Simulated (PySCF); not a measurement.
# Run report: C₂H₈FNSi, geometry relaxation

- system: C₂H₈FNSi
- method: PBE0-D3(BJ)/def2-SVP geometry optimisation, gas phase (PySCF 2.14.0)

It belongs to a series of runs on one base structure; here: constitutional isomer.

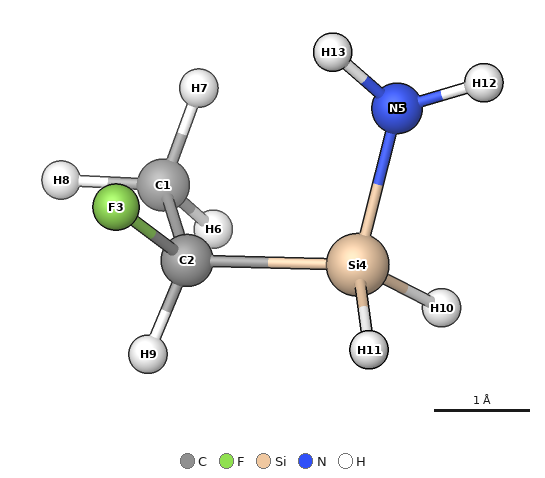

Figure 1. The structure as given in the input (ball-and-stick view, seen at a tilt; atoms are numbered from 1 in the order of the input).

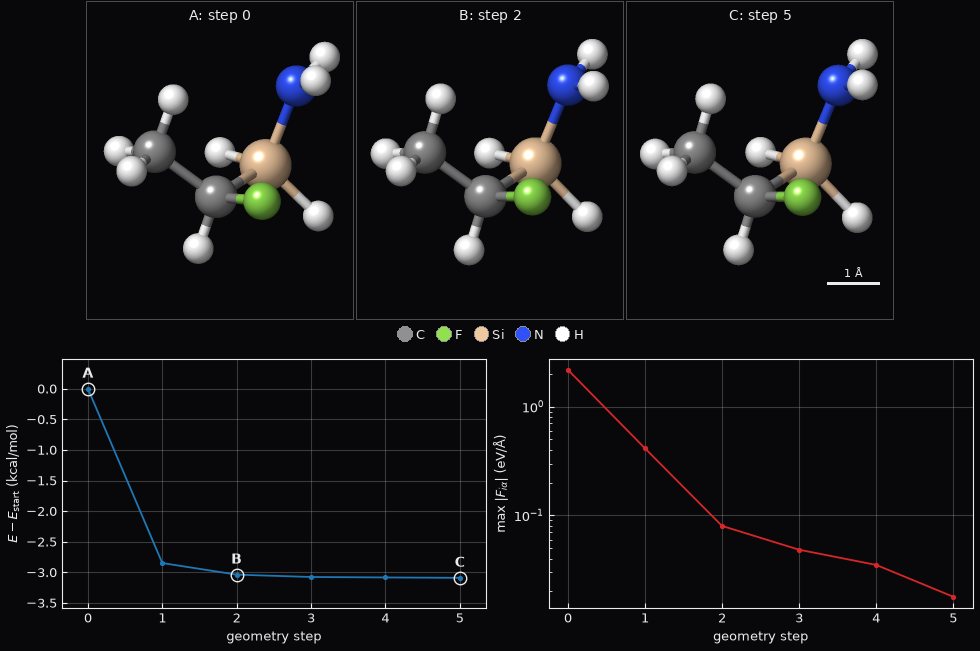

Figure 2. Frames of the relaxation (ball-and-stick view, seen at a tilt) above the curves, on which the letters mark them (steps are counted from 0).

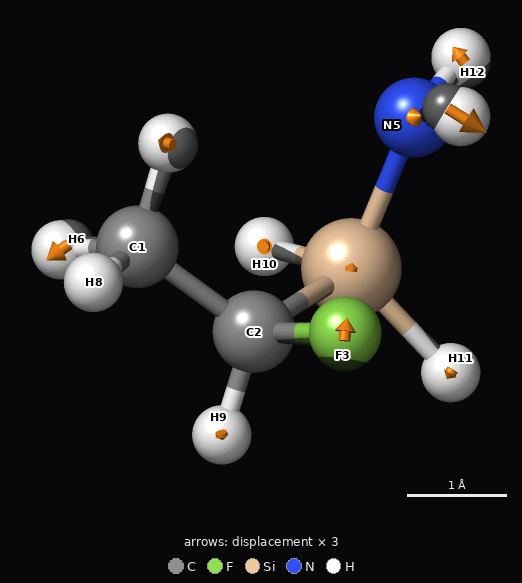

Figure 3. Start (faint) and end (solid) with the displacements as orange arrows, magnified 3 times (ball-and-stick view, seen at a tilt). The two geometries are laid on each other by the best rigid fit. The energy falls by 3.09 kcal/mol in 5 geometry steps. Largest force component: 2.2 eV/Å at the start, 0.018 eV/Å at the end. H13 moves most after the best rigid fit: 0.16 Å. Largest moves by element: H 0.16 Å, F 0.08 Å, N 0.06 Å, Si 0.03 Å, C 0.02 Å. Distances before and after: C1–H6 1.055 → 1.101 Å, C1–C2 1.543 → 1.510 Å, C2–H9 1.077 → 1.106 Å, Si4–H10 1.471 → 1.496 Å. Among the angles that change: H6–C1–H8 111.8° → 108.3°, N5–Si4–H10 105.9° → 108.8°, H12–N5–H13 107.8° → 110.5°. (Atoms are counted from 1 in the order of the input.)

These pictures come from the run below.

## Input file
```
{"job": {"xc": "PBE0", "basis": "def2-SVP", "d3": "d3bj", "grid": 1, "shake": 0.01, "kind": "geom"}, "charge": 0, "multiplicity": 1}
C      1.572120    -0.309210     0.589780
C      0.778180     0.210260    -0.626770
F      0.788380     1.611270    -0.628090
Si    -1.019940    -0.338180    -0.682140
N     -1.728780     0.324120     0.741600
H      1.603630    -1.363100     0.549150
H      1.055520     0.010790     1.501410
H      2.577460     0.129160     0.591730
H      1.312390    -0.060910    -1.521770
H     -1.134380    -1.798320    -0.548220
H     -1.621210     0.109500    -1.950750
H     -2.692840     0.180330     0.969820
H     -1.484710     1.277400     1.003940
```

The first line tells a small driver script what to run in PySCF; the rest is the geometry in Å.

Launch command:
```bash
OMP_NUM_THREADS=1 python <driver script> task.json out
```

## The program's output
```
step   0  E = -524.48412834  max force = 0.042347
step   1  E = -524.48866711  max force = 0.008040
step   2  E = -524.48896917  max force = 0.001558
step   3  E = -524.48903008  max force = 0.000941
step   4  E = -524.48904208  max force = 0.000683
step   5  E = -524.48905206  max force = 0.000347
optimisation converged
```

## Trajectory as extended XYZ (Å, eV, eV/Å), 6 frames, from step=0 to step=5
```
13
Properties=species:S:1:pos:R:3:forces:R:3 step=0 energy=-14271.94008
C     1.5721   -0.3092    0.5898   -0.8434   2.1776  -0.6513
C     0.7782    0.2103   -0.6268    0.6863   0.2119   0.9936
F     0.7884    1.6113   -0.6281   -0.1744   0.0497   0.2342
Si   -1.0199   -0.3382   -0.6821   -0.1898   0.1836   0.4833
N    -1.7288    0.3241    0.7416    0.3942   0.6018   0.3364
H     1.6036   -1.3631    0.5492    0.2195  -1.6972   0.0613
H     1.0555    0.0108    1.5014   -0.0176  -0.1098   0.2153
H     2.5775    0.1292    0.5917    0.1492  -0.1050  -0.0335
H     1.3124   -0.0609   -1.5218    0.3670  -0.4921  -0.8668
H    -1.1344   -1.7983   -0.5482    0.0123  -0.5102  -0.2010
H    -1.6212    0.1095   -1.9507   -0.1260   0.0675  -0.4866
H    -2.6928    0.1803    0.9698   -0.5911  -0.2837   0.0801
H    -1.4847    1.2774    1.0039    0.1140  -0.0941  -0.1652
13
Properties=species:S:1:pos:R:3:forces:R:3 step=1 energy=-14272.06358
C     1.3401   -0.3095    0.6256   -0.0014  -0.4134  -0.0369
C     0.6396    0.2454   -0.5920    0.0132  -0.0794  -0.0881
F     0.6692    1.6448   -0.5371    0.0027   0.0434   0.0015
Si   -1.2071   -0.2205   -0.6914    0.1003  -0.0320  -0.1639
N    -1.9167    0.5580    0.6848   -0.1057   0.0018  -0.0219
H     1.3723   -1.4204    0.5801    0.0058   0.3658  -0.0137
H     0.8054   -0.0312    1.5440   -0.0251   0.0392   0.0410
H     2.3728    0.0626    0.6857    0.0535   0.0291   0.0178
H     1.1813   -0.0548   -1.5122   -0.0795   0.0256   0.0934
H    -1.3737   -1.7060   -0.6235   -0.0459   0.0253   0.1358
H    -1.7315    0.1938   -2.0355    0.0127   0.0665   0.0037
H    -2.8886    0.3788    0.9201    0.0770   0.0220  -0.0049
H    -1.7157    1.5537    0.7582   -0.0075  -0.0940   0.0359
13
Properties=species:S:1:pos:R:3:forces:R:3 step=2 energy=-14272.07180
C     1.3421   -0.3075    0.6277   -0.0019  -0.0801   0.0002
C     0.6409    0.2415   -0.5928    0.0135  -0.0247   0.0067
F     0.6713    1.6421   -0.5428   -0.0123   0.0181  -0.0075
Si   -1.2049   -0.2201   -0.7010    0.0118  -0.0149  -0.0548
N    -1.9212    0.5474    0.6776   -0.0281  -0.0022  -0.0352
H     1.3786   -1.4086    0.5833    0.0078   0.0573  -0.0046
H     0.8042   -0.0249    1.5451    0.0027   0.0077  -0.0040
H     2.3748    0.0695    0.6892   -0.0074   0.0155   0.0032
H     1.1805   -0.0609   -1.5093   -0.0111   0.0000   0.0047
H    -1.3956   -1.7008   -0.6110   -0.0110   0.0050   0.0467
H    -1.7198    0.2092   -2.0448    0.0223   0.0284   0.0073
H    -2.8925    0.3707    0.9097    0.0114  -0.0033   0.0053
H    -1.7111    1.5370    0.7758    0.0022  -0.0067   0.0319
13
Properties=species:S:1:pos:R:3:forces:R:3 step=3 energy=-14272.07346
C     1.3427   -0.3060    0.6306    0.0020   0.0484   0.0021
C     0.6419    0.2378   -0.5921    0.0037  -0.0171   0.0114
F     0.6685    1.6392   -0.5471   -0.0046   0.0050  -0.0002
Si   -1.2036   -0.2203   -0.7078   -0.0224   0.0036   0.0182
N    -1.9267    0.5416    0.6705    0.0047   0.0161  -0.0345
H     1.3875   -1.4039    0.5879    0.0052  -0.0397  -0.0040
H     0.8017   -0.0226    1.5458    0.0012  -0.0058  -0.0006
H     2.3722    0.0800    0.6929   -0.0058   0.0063   0.0052
H     1.1822   -0.0657   -1.5070    0.0057  -0.0053  -0.0111
H    -1.4086   -1.6982   -0.6068    0.0018  -0.0013  -0.0046
H    -1.7033    0.2208   -2.0529    0.0095   0.0046   0.0003
H    -2.8981    0.3651    0.9006   -0.0010  -0.0106   0.0054
H    -1.7090    1.5267    0.7922    0.0001  -0.0042   0.0123
13
Properties=species:S:1:pos:R:3:forces:R:3 step=4 energy=-14272.07379
C     1.3431   -0.3045    0.6334    0.0003   0.0351  -0.0004
C     0.6422    0.2359   -0.5907    0.0040  -0.0144   0.0072
F     0.6660    1.6376   -0.5471   -0.0012   0.0069  -0.0006
Si   -1.2034   -0.2206   -0.7111   -0.0127   0.0081   0.0278
N    -1.9300    0.5402    0.6655    0.0021   0.0114  -0.0241
H     1.3940   -1.4026    0.5905    0.0045  -0.0242  -0.0014
H     0.7991   -0.0239    1.5477   -0.0020  -0.0077   0.0000
H     2.3701    0.0877    0.6980   -0.0043   0.0026   0.0029
H     1.1843   -0.0674   -1.5049    0.0036  -0.0034  -0.0041
H    -1.4125   -1.6980   -0.6102    0.0013  -0.0014  -0.0130
H    -1.6950    0.2250   -2.0575    0.0030  -0.0014  -0.0021
H    -2.9011    0.3622    0.8958    0.0011  -0.0090   0.0047
H    -1.7095    1.5231    0.7972    0.0005  -0.0026   0.0030
13
Properties=species:S:1:pos:R:3:forces:R:3 step=5 energy=-14272.07406
C     1.3424   -0.3018    0.6393   -0.0024   0.0006   0.0015
C     0.6434    0.2340   -0.5875    0.0012  -0.0043  -0.0039
F     0.6624    1.6364   -0.5453    0.0034   0.0046  -0.0001
Si   -1.2022   -0.2213   -0.7162    0.0062   0.0083   0.0179
N    -1.9350    0.5382    0.6566   -0.0048   0.0014  -0.0046
H     1.4043   -1.4002    0.5946    0.0025   0.0055   0.0000
H     0.7919   -0.0282    1.5517   -0.0044  -0.0057   0.0015
H     2.3651    0.1004    0.7095   -0.0002   0.0002   0.0014
H     1.1894   -0.0682   -1.5000   -0.0012  -0.0003   0.0045
H    -1.4151   -1.6985   -0.6196   -0.0009  -0.0008  -0.0122
H    -1.6826    0.2288   -2.0650   -0.0030  -0.0044  -0.0030
H    -2.9048    0.3562    0.8886    0.0036  -0.0046   0.0034
H    -1.7121    1.5187    0.8000   -0.0001  -0.0004  -0.0062
```

## Results in brief

| quantity | value |
| --- | --- |
| outcome | converged |
| total energy | −524.489052 hartree |
| dipole moment | 1.10 D |
| point group | C1 |
| hardware | 1 CPU thread, shared host |
| wall time | 30 s |
| peak memory | 0.48 GiB |
